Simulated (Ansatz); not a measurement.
# Geometry relaxation, with input and output: CH$_{5}$OSi

- system: CH$_{5}$OSi, multiplicity 2
- method: UKS B3LYP/def2-SVP (Ansatz 0.2.0)

It belongs to a series of runs on one base structure; here: end point B relaxed. Figures and captions count atoms from 1; the log counts them from 0 in places.

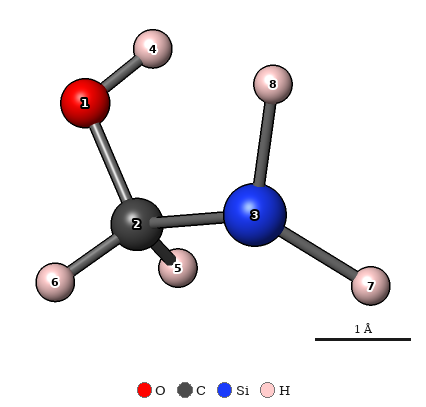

*The input geometry (ball-and-stick view, seen at a tilt; atoms are numbered from 1 in the order of the input).*

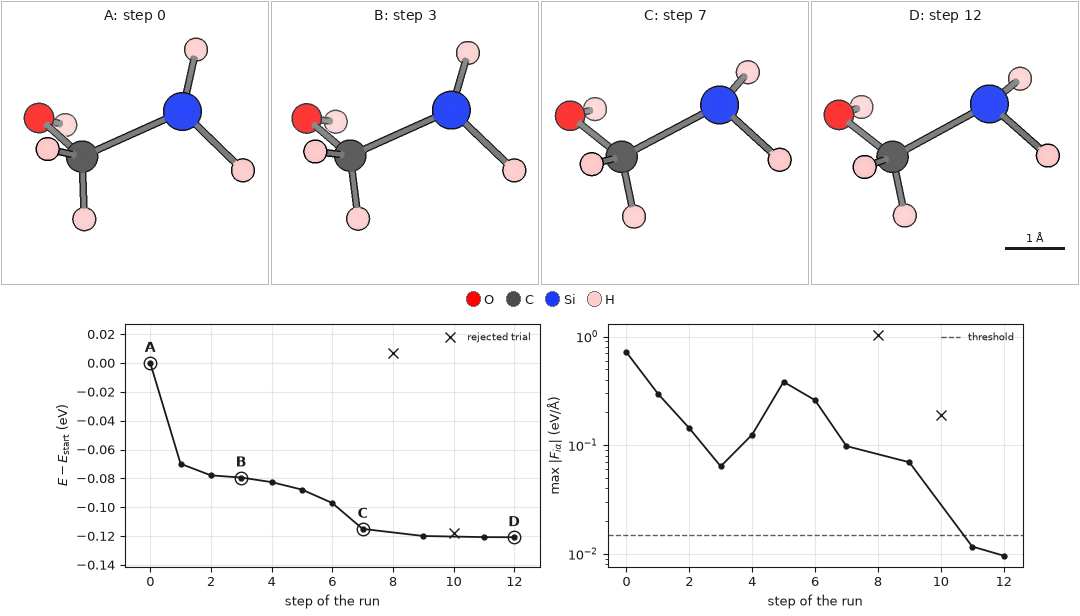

*Frames of the relaxation (ball-and-stick view, seen at a tilt) above the curves, on which the letters mark them (the first geometry is step 0 here and step 1 in the log).*

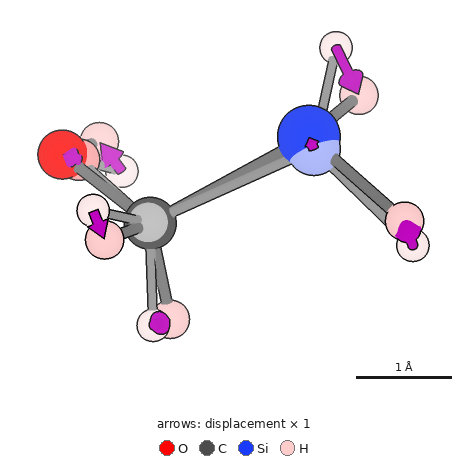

*Start (faint) and end (solid) with the displacements as pink arrows, at true length (ball-and-stick view, seen at a tilt). The two geometries are laid on each other by the best rigid fit.*

Over 12 geometry steps the energy falls by 0.121 eV. The largest force component goes from 0.72 to 0.0096 eV/Å. The line search rejected the trial steps at points 8, 10 (counted from 0) and went back. The atom that moves furthest after the best rigid fit is H8 (0.69 Å). Largest moves by element: H 0.69 Å, O 0.24 Å, Si 0.15 Å, C 0.07 Å. Among the contacts that change: Si3–H7 1.457 → 1.500 Å, C2–H5 1.098 → 1.113 Å, C2–Si3 1.911 → 1.921 Å, C2–H6 1.094 → 1.103 Å. Among the angles that change: H7–Si3–H8 115.6° → 109.3°, Si3–C2–H5 113.0° → 108.4°, C2–Si3–H8 111.4° → 108.8°. (Atoms are counted from 1 in the order of the input.)

The input that produced these results follows, with the program's output.

## Input
```yaml
crystal:
  periodic: [false, false, false]
  atoms:
    - { symbol: O, position_ang: [-0.74209, 1.00074, -1.03698] }
    - { symbol: C, position_ang: [-0.29245, 0.57025, 0.24116] }
    - { symbol: Si, position_ang: [0.55947, -1.13754, 0.14677] }
    - { symbol: H, position_ang: [-1.42, 0.39111, -1.34572] }
    - { symbol: H, position_ang: [-1.11702, 0.59787, 0.96514] }
    - { symbol: H, position_ang: [0.42856, 1.3311, 0.55377] }
    - { symbol: H, position_ang: [0.10482, -2.02849, 1.20637] }
    - { symbol: H, position_ang: [0.50503, -1.6836, -1.20101] }
magnetization:
  spin_polarized: true
  initial_magnetization: 1
basis:
  gaussian: { orbitals: def2-SVP }
hamiltonian:
  xc: b3lyp
relax:
  f_tol: 0.015
  max_steps: 40
```

Run as:
```bash
ansatz run input.yaml --threads 1 --pin off --max-ram 2048MiB --backend cpu --events-out ev --progress --plain --runs-dir out
```

## Log
```
The last accepted step is kept in [file] (removed where the run ends without a failure and the disk answers)
Engine: ansatz 0.2.0, aarch64-unknown-linux-gnu
Functional definition: B3LYP
  parameter a0 = 0.2
  parameter ax = 0.72
  parameter ac = 0.81
  exchange = (1 - a0 - ax)*slater_x + ax*b88_x + a0*exact_x
  correlation = (1 - ac)*vwn_rpa_c + ac*lyp_c
751 factors; integrals over basis functions are off by at most 4.2e-4 eV
mean field evaluation 1: about -11032.2209 eV, gradient 3.2e1 eV
mean field evaluation 2: about -11018.2837 eV, gradient 6.2e1 eV
mean field evaluation 4: about -11036.6375 eV, gradient 3.6e0 eV
mean field evaluation 8: about -11036.7215 eV, gradient 5.9e-2 eV
mean field evaluation 16: about -11036.7215 eV, gradient 8.4e-5 eV
mean field -11036.72152806 eV, -405.5920351977 hartree, gradient 8.4e-5 eV, S^2 0.752004; 0 other end points of the search recorded, 0 dependent functions left out
the calculation of the forces begins
reference -11036.72173786 eV, -405.5920429078 hartree; 17, 16 occupied and 54, 55 virtual orbitals, 751 factors
relax step   1: F+E_penalty+E_count = -11036.72152806 eV  Δ(F+E_penalty+E_count) = +0.000e0 eV  max|allowed force component| = 7.177e-1 eV/Å  Δτ_max = 0.0000 Å  (27 SCF iters, accepted)
these checks for a lower state are left out or cut short: starts, cluster_reference, orbital_swaps, neighbouring_geometries, increment
751 factors; integrals over basis functions are off by at most 4.5e-4 eV
mean field -11036.79144174 eV, -405.5946044779 hartree, gradient 7.0e-5 eV, S^2 0.751736; 0 other end points of the search recorded, 0 dependent functions left out
[... from here on the field's lines of each further geometry are left out, up to the last ...]
relax step   2: F+E_penalty+E_count = -11036.79144174 eV  Δ(F+E_penalty+E_count) = -6.991e-2 eV  max|allowed force component| = 2.986e-1 eV/Å  Δτ_max = 0.0544 Å  (26 SCF iters, accepted)
relax step   3: F+E_penalty+E_count = -11036.79946349 eV  Δ(F+E_penalty+E_count) = -8.022e-3 eV  max|allowed force component| = 1.435e-1 eV/Å  Δτ_max = 0.0325 Å  (27 SCF iters, accepted)
relax step   4: F+E_penalty+E_count = -11036.80096366 eV  Δ(F+E_penalty+E_count) = -1.500e-3 eV  max|allowed force component| = 6.393e-2 eV/Å  Δτ_max = 0.0203 Å  (27 SCF iters, accepted)
relax step   5: F+E_penalty+E_count = -11036.80414091 eV  Δ(F+E_penalty+E_count) = -3.177e-3 eV  max|allowed force component| = 1.251e-1 eV/Å  Δτ_max = 0.0728 Å  (25 SCF iters, accepted)
relax step   6: F+E_penalty+E_count = -11036.80932651 eV  Δ(F+E_penalty+E_count) = -5.186e-3 eV  max|allowed force component| = 3.830e-1 eV/Å  Δτ_max = 0.1951 Å  (29 SCF iters, accepted)
relax step   7: F+E_penalty+E_count = -11036.81863069 eV  Δ(F+E_penalty+E_count) = -9.304e-3 eV  max|allowed force component| = 2.597e-1 eV/Å  Δτ_max = 0.0368 Å  (27 SCF iters, accepted)
relax step   8: F+E_penalty+E_count = -11036.83656542 eV  Δ(F+E_penalty+E_count) = -1.793e-2 eV  max|allowed force component| = 9.815e-2 eV/Å  Δτ_max = 0.1992 Å  (30 SCF iters, accepted)
relax step   9: F+E_penalty+E_count = -11036.71459627 eV  Δ(F+E_penalty+E_count) = +1.220e-1 eV  max|allowed force component| = 1.043e0 eV/Å  Δτ_max = 0.1906 Å  (29 SCF iters, rejected (line search))
relax step  10: F+E_penalty+E_count = -11036.84150466 eV  Δ(F+E_penalty+E_count) = -4.939e-3 eV  max|allowed force component| = 6.970e-2 eV/Å  Δτ_max = 0.0907 Å  (26 SCF iters, accepted)
relax step  11: F+E_penalty+E_count = -11036.83965365 eV  Δ(F+E_penalty+E_count) = +1.851e-3 eV  max|allowed force component| = 1.888e-1 eV/Å  Δτ_max = 0.0475 Å  (26 SCF iters, rejected (line search))
relax step  12: F+E_penalty+E_count = -11036.84228923 eV  Δ(F+E_penalty+E_count) = -7.846e-4 eV  max|allowed force component| = 1.169e-2 eV/Å  Δτ_max = 0.0238 Å  (26 SCF iters, accepted)
the calculation of the forces begins
reference -11036.84257662 eV, -405.5964836500 hartree; 17, 16 occupied and 54, 55 virtual orbitals, 751 factors
relax step  13: F+E_penalty+E_count = -11036.84236403 eV  Δ(F+E_penalty+E_count) = -7.480e-5 eV  max|allowed force component| = 9.632e-3 eV/Å  Δτ_max = 0.0158 Å  (24 SCF iters, accepted)
751 factors; integrals over basis functions are off by at most 4.2e-4 eV
mean field evaluation 96: about -11036.8424 eV, gradient 5.0e-3 eV
mean field -11036.84236403 eV, -405.5964758378 hartree, gradient 2.7e-5 eV, S^2 0.751432; 1 other end points of the search recorded, 0 dependent functions left out
the calculation of the forces begins
reference -11036.84257662 eV, -405.5964836500 hartree; 17, 16 occupied and 54, 55 virtual orbitals, 751 factors
Total energy: -11036.84257662 eV, -405.5964836500 hartree
Atom 0 at    -0.599202     1.198360    -1.030603 Å, force     0.000428     0.002740     0.002310 eV/Å
Atom 1 at    -0.348858     0.547723     0.202313 Å, force    -0.000869     0.006580    -0.009632 eV/Å
Atom 2 at     0.600704    -1.111678     0.019094 Å, force    -0.000607    -0.006034     0.004276 eV/Å
Atom 3 at    -1.145618     0.617241    -1.575998 Å, force     0.000540    -0.002133     0.002395 eV/Å
Atom 4 at    -1.282796     0.357440     0.777414 Å, force     0.000054    -0.002273     0.001872 eV/Å
Atom 5 at     0.243184     1.243301     0.820020 Å, force    -0.000383    -0.003091     0.001071 eV/Å
Atom 6 at     0.657313    -1.852923     1.321902 Å, force     0.000021     0.003072    -0.003213 eV/Å
Atom 7 at    -0.098406    -1.958026    -1.004642 Å, force     0.000815     0.001140     0.000921 eV/Å
Dipole moment:    -0.168694    -0.150828     0.068622 e Å
```

## Trajectory as extended XYZ (Å, eV, eV/Å), 13 frames, from step=1 to step=13
```
8
Properties=species:S:1:pos:R:3:forces:R:3 step=1 energy=-11036.72153
O    -0.7421    1.0007   -1.0370    0.0813   0.2218  -0.1649
C    -0.2924    0.5703    0.2412   -0.1382   0.1758  -0.7093
Si    0.5595   -1.1375    0.1468    0.5881   0.7177   0.4494
H    -1.4200    0.3911   -1.3457   -0.1158  -0.1286  -0.0515
H    -1.1170    0.5979    0.9651   -0.1369  -0.1404   0.4556
H     0.4286    1.3311    0.5538    0.1864   0.1382   0.2415
H     0.1048   -2.0285    1.2064   -0.2787  -0.6160   0.3864
H     0.5050   -1.6836   -1.2010   -0.1862  -0.3685  -0.6071
8
Properties=species:S:1:pos:R:3:forces:R:3 step=2 energy=-11036.79144
O    -0.7547    1.0257   -1.0516    0.0960  -0.0469   0.1799
C    -0.2889    0.5874    0.2216   -0.1504   0.2173  -0.2986
Si    0.6007   -1.1143    0.1736    0.2266   0.1163   0.0118
H    -1.4118    0.3941   -1.3709    0.0005  -0.0405  -0.0024
H    -1.1000    0.5642    0.9757   -0.0438  -0.0314   0.1005
H     0.4175    1.3584    0.5639    0.0283   0.0388   0.0563
H     0.1025   -2.0695    1.1977   -0.1121  -0.1306   0.1546
H     0.4610   -1.7045   -1.1804   -0.0451  -0.1229  -0.2022
8
Properties=species:S:1:pos:R:3:forces:R:3 step=3 energy=-11036.79946
O    -0.7590    1.0318   -1.0461    0.0051  -0.0742   0.1337
C    -0.2861    0.5973    0.2214   -0.0623   0.1156  -0.1435
Si    0.6200   -1.1057    0.1628   -0.0148  -0.0975  -0.0075
H    -1.3893    0.3760   -1.3757    0.0457   0.0349   0.0105
H    -1.0938    0.5455    0.9843    0.0141  -0.0165  -0.0220
H     0.4080    1.3772    0.5765   -0.0123  -0.0195  -0.0011
H     0.0875   -2.0552    1.1985    0.0275   0.0241  -0.0051
H     0.4392   -1.7254   -1.1923   -0.0030   0.0332   0.0350
8
Properties=species:S:1:pos:R:3:forces:R:3 step=4 energy=-11036.80096
O    -0.7572    1.0385   -1.0441    0.0019  -0.0543   0.0639
C    -0.2875    0.5981    0.2185   -0.0302   0.0430  -0.0455
Si    0.6189   -1.1084    0.1605   -0.0076  -0.0298  -0.0213
H    -1.3771    0.3787   -1.3840    0.0292   0.0273  -0.0025
H    -1.0971    0.5359    0.9785    0.0029  -0.0001  -0.0116
H     0.4033    1.3764    0.5828   -0.0072  -0.0181   0.0026
H     0.1040   -2.0526    1.2101    0.0189   0.0276  -0.0195
H     0.4190   -1.7252   -1.1927   -0.0080   0.0045   0.0338
8
Properties=species:S:1:pos:R:3:forces:R:3 step=5 energy=-11036.80414
O    -0.7462    1.0591   -1.0391   -0.0361  -0.0214  -0.0936
C    -0.2934    0.5982    0.2149    0.0391  -0.0847   0.1251
Si    0.6219   -1.1085    0.1454   -0.0230   0.0445  -0.0403
H    -1.3387    0.3921   -1.4124    0.0267   0.0408  -0.0042
H    -1.1135    0.5079    0.9614   -0.0066   0.0175  -0.0056
H     0.3858    1.3716    0.6102   -0.0074  -0.0144   0.0077
H     0.1614   -2.0346    1.2356    0.0185   0.0301  -0.0187
H     0.3490   -1.7442   -1.1863   -0.0112  -0.0123   0.0297
8
Properties=species:S:1:pos:R:3:forces:R:3 step=6 energy=-11036.80933
O    -0.7093    1.1118   -1.0319   -0.2275  -0.1906  -0.3728
C    -0.3110    0.5918    0.2101    0.1354  -0.2152   0.3830
Si    0.6266   -1.1069    0.1011   -0.1740  -0.0485  -0.0773
H    -1.2444    0.4393   -1.4900    0.1947   0.2702   0.1627
H    -1.1647    0.4390    0.9142    0.0496   0.0580  -0.0832
H     0.3391    1.3492    0.6878   -0.0892  -0.0909  -0.0463
H     0.3264   -1.9811    1.3045    0.0543   0.1490  -0.2266
H     0.1636   -1.8017   -1.1663    0.0567   0.0680   0.2606
8
Properties=species:S:1:pos:R:3:forces:R:3 step=7 energy=-11036.81863
O    -0.6975    1.1190   -1.0344   -0.1643  -0.1638  -0.2556
C    -0.3135    0.5866    0.2111    0.0812  -0.1327   0.2597
Si    0.6264   -1.1036    0.0928   -0.1244  -0.0434  -0.0442
H    -1.2360    0.4555   -1.4981    0.1548   0.2103   0.1277
H    -1.1763    0.4318    0.9021    0.0365   0.0417  -0.0682
H     0.3294    1.3408    0.7010   -0.0656  -0.0710  -0.0298
H     0.3564   -1.9715    1.3006    0.0477   0.1135  -0.1351
H     0.1375   -1.8173   -1.1455    0.0341   0.0454   0.1455
8
Properties=species:S:1:pos:R:3:forces:R:3 step=8 energy=-11036.83656
O    -0.6348    1.1722   -1.0324   -0.0953  -0.0565  -0.0982
C    -0.3365    0.5656    0.2082    0.0501  -0.0561   0.0631
Si    0.6032   -1.1092    0.0408    0.0608  -0.0039   0.0641
H    -1.1809    0.5574   -1.5426    0.0311   0.0731   0.0049
H    -1.2424    0.3868    0.8318   -0.0069   0.0359  -0.0385
H     0.2763    1.2893    0.7739   -0.0074  -0.0913   0.0156
H     0.5403   -1.8972    1.3200    0.0044   0.0378  -0.0538
H     0.0011   -1.9234   -1.0702   -0.0368   0.0611   0.0427
8
Properties=species:S:1:pos:R:3:forces:R:3 step=9 energy=-11036.71460 accepted=F
O    -0.5884    1.1609   -1.0507    0.2439   0.1608   0.1917
C    -0.3485    0.5046    0.1860    0.1471   0.3555   0.0869
Si    0.6980   -1.0920    0.0339   -1.0426  -0.1159  -0.1582
H    -1.1951    0.6312   -1.5818    0.0083  -0.1735   0.0614
H    -1.3005    0.3569    0.7521    0.2642  -0.2842  -0.0200
H     0.2664    1.1579    0.8211   -0.1595   0.5220  -0.0386
H     0.6274   -1.8360    1.3307    0.2234  -0.0767   0.1043
H    -0.1329   -1.8422   -0.9618    0.3151  -0.3881  -0.2275
8
Properties=species:S:1:pos:R:3:forces:R:3 step=10 energy=-11036.84151
O    -0.6068    1.1886   -1.0357   -0.0078  -0.0600   0.0697
C    -0.3451    0.5509    0.2043    0.0010   0.0593  -0.0143
Si    0.6036   -1.1104    0.0280   -0.0167  -0.0523   0.0064
H    -1.1598    0.5995   -1.5664    0.0134   0.0161   0.0028
H    -1.2731    0.3666    0.7929    0.0233   0.0129  -0.0325
H     0.2541    1.2551    0.8077   -0.0287  -0.0347  -0.0204
H     0.6258   -1.8679    1.3273   -0.0053   0.0342  -0.0668
H    -0.0724   -1.9410   -1.0287    0.0208   0.0245   0.0551
8
Properties=species:S:1:pos:R:3:forces:R:3 step=11 energy=-11036.83965 accepted=F
O    -0.6139    1.1975   -1.0195    0.1272   0.1888  -0.1166
C    -0.3457    0.5466    0.2061   -0.1228  -0.0526  -0.0968
Si    0.6036   -1.1119    0.0153   -0.0220   0.0104   0.0411
H    -1.1312    0.6136   -1.5877   -0.0312  -0.0870   0.0453
H    -1.2814    0.3587    0.7753   -0.0016  -0.0762   0.1139
H     0.2435    1.2441    0.8212    0.0358   0.0315   0.0287
H     0.6584   -1.8502    1.3191    0.0159  -0.0083   0.0043
H    -0.1070   -1.9568   -1.0003   -0.0012  -0.0067  -0.0200
8
Properties=species:S:1:pos:R:3:forces:R:3 step=12 energy=-11036.84229
O    -0.6025    1.1939   -1.0317   -0.0020   0.0003   0.0033
C    -0.3475    0.5489    0.2033    0.0033   0.0090  -0.0117
Si    0.6020   -1.1114    0.0224   -0.0020   0.0034   0.0036
H    -1.1514    0.6104   -1.5721    0.0028  -0.0007   0.0034
H    -1.2789    0.3620    0.7836    0.0027  -0.0031  -0.0018
H     0.2478    1.2475    0.8147   -0.0039  -0.0073   0.0019
H     0.6436   -1.8581    1.3224    0.0018  -0.0005  -0.0008
H    -0.0867   -1.9517   -1.0131   -0.0027  -0.0011   0.0021
8
Properties=species:S:1:pos:R:3:forces:R:3 step=13 energy=-11036.84236
O    -0.5992    1.1984   -1.0306    0.0004   0.0027   0.0023
C    -0.3489    0.5477    0.2023   -0.0009   0.0066  -0.0096
Si    0.6007   -1.1117    0.0191   -0.0006  -0.0060   0.0043
H    -1.1456    0.6172   -1.5760    0.0005  -0.0021   0.0024
H    -1.2828    0.3574    0.7774    0.0001  -0.0023   0.0019
H     0.2432    1.2433    0.8200   -0.0004  -0.0031   0.0011
H     0.6573   -1.8529    1.3219    0.0000   0.0031  -0.0032
H    -0.0984   -1.9580   -1.0046    0.0008   0.0011   0.0009
```

## Key numbers

| quantity | value |
| --- | --- |
| outcome | converged |
| total energy | −11036.8426 eV |
| mean-field energy | −11036.8426 eV |
| ⟨S²⟩ | 0.751 |
| largest force (length of the vector) at the end | 0.012 eV/Å |
| hardware | 1 thread of Arm Neoverse V1, 24 GiB of memory available, shared host |
| wall time | 43 s |
| peak memory | 0.16 GiB |
